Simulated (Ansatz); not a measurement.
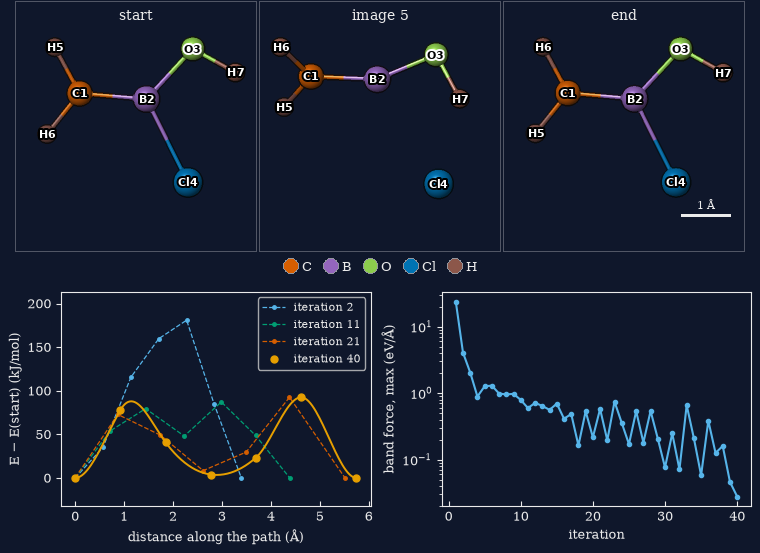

A search for the minimum-energy path of CH3BClO (charge −1) by the nudged elastic band. Images are numbered from 0 (start) to 6 (end). The plot follows the band through its iterations. A ball-and-stick model, seen face on.

Theory: RKS r2SCAN-D4/STO-3G in Ansatz. Set-up: 5 movable images; climbing image; force threshold 0.03 eV/Å; iteration limit 60; starting path through a guess of the saddle point.

Did the band converge, and can the barrier be trusted?

Answer. The run is converged, with reservations. The band converged in 40 iterations. The largest component of the band force went from 24 to 0.028 eV/Å. The climbing image converged on the top of the path. Its vibrational analysis gives one imaginary mode (462i cm⁻¹), as a transition state must have. The first iteration put the highest image at 664.7 kJ/mol. The barrier is about 92.5 kJ/mol in both directions, with image 5 at the top; the ends have the same energy. The profile has 2 maxima (images 1, 5) with a dip at image 3 (+3.9 kJ/mol), so the process runs in steps.

Limits of the set-up: STO-3G is a minimal basis, so the numbers are rough.
